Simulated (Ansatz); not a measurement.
# CHGeO (SMILES [CH]1=[Ge+][O]1) (charge +1): what the fields show

The calculation's input:

```
crystal:
  periodic: [false, false, false]
  atoms:
    - {symbol: C, position_ang: [-1.017831, 1.321168, -1.945274]}
    - {symbol: Ge, position_ang: [0.474899, -0.011780, -1.990066]}
    - {symbol: O, position_ang: [-1.561891, 0.195576, -1.949600]}
    - {symbol: H, position_ang: [-1.602967, 2.250739, -1.922497]}
basis:
  gaussian: {orbitals: def2-TZVPD}
total_charge: 1
hamiltonian: {xc: pbe0}
output: {forces: true, orbitals: {seedname: orbitals}}
```

Command:

```sh
ansatz run input.yaml --threads 1 --pin off --max-ram 2610MiB --events-out events.jsonl --progress --plain --runs-dir runs
```

Geometry: B3LYP/6-31G*.

Computed with isolated molecule in a Gaussian basis; Kohn-Sham density functional theory, functional PBE0 (Ansatz 0.2.0).

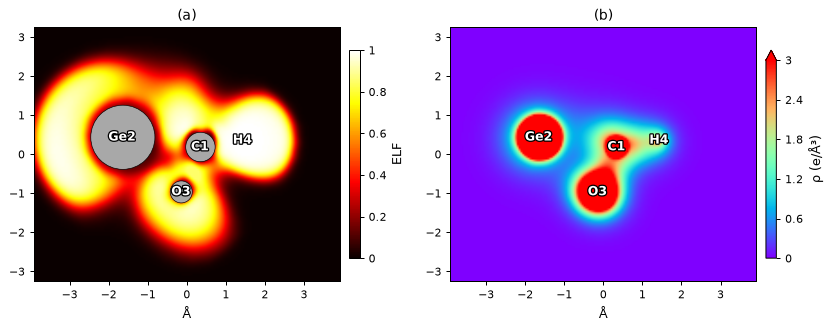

Figure 1. (a) electron localisation function; (b) total electron density on the molecular plane. Grey discs cover the atomic cores in the ELF map.

> What does the map show?

- The plane passes through C, Ge, O and H nuclei.
- C–O (1.25 Å): ρ at the midpoint is about 3.1 e/Å³; the ELF peaks at about 0.85 between the atoms; a polar covalent bond.
- C–Ge (2.00 Å): the density is about 0.7 e/Å³ at the midpoint; the ELF peaks at about 0.80 in the valence shell of C, 0.7 Å from its nucleus, and is about 0.45 at the midpoint.
- Ge–O (2.05 Å): the density is about 0.55 e/Å³ at the midpoint; the ELF peaks at about 0.80 in the valence shell of O, 0.5 Å from its nucleus, and is about 0.25 at the midpoint.
- C–H (1.10 Å): ρ is about 2.1 e/Å³ halfway; the ELF climbs to about 1 towards the hydrogen, as it does in any bond to H (an ordinary covalent bond to hydrogen).
- The ELF also peaks beside O3, away from the bonds: lone-pair regions.

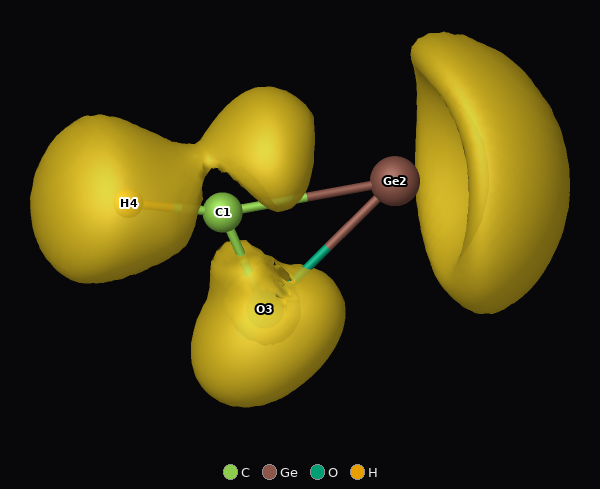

Figure 2. Isosurface of the ELF at 0.75 (yellow), seen at a tilt. Core shells and regions of very low density are left out.

> Describe the localisation domains.

The surface consists of one region around a hydrogen nucleus, one region on O in which the atom's valence shell and bonds are merged and one lobe on Ge, pointing away from the bonds (lone pairs).

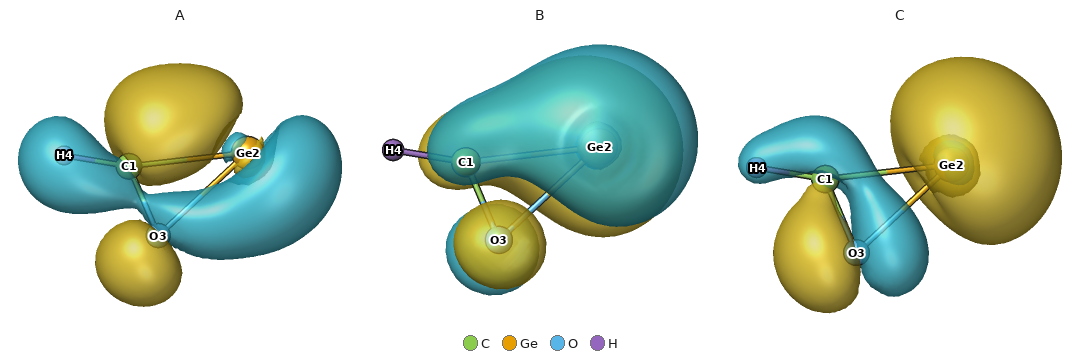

Figure 3. Three frontier orbitals at ±0.1 Å⁻³ᐟ² (yellow and cyan are the two phases), in no order.

> Order the three orbitals by energy and name them.

C is the HOMO−1 (−16.54 eV). Its weight (Hirshfeld) is mainly on Ge2 (about 60 %), O3 (about 30 %) and C1 (about 10 %); it is symmetric in the molecular plane (an in-plane orbital: σ, lone-pair or in-plane π type). A is the HOMO (−13.99 eV). By Hirshfeld shares it lies mainly on Ge2 (about 35 %), C1 (about 35 %), O3 (about 25 %) and H4 (about 5 %); it is symmetric in the molecular plane (an in-plane orbital: σ, lone-pair or in-plane π type). B is the LUMO (−9.43 eV). Its weight (Hirshfeld) is mainly on Ge2 (about 70 %), O3 (about 15 %) and C1 (about 15 %); it changes sign across the molecular plane (π type); π-antibonding (a node) across C1–O3.

> What is the HOMO–LUMO gap?

4.56 eV between the orbital energies.
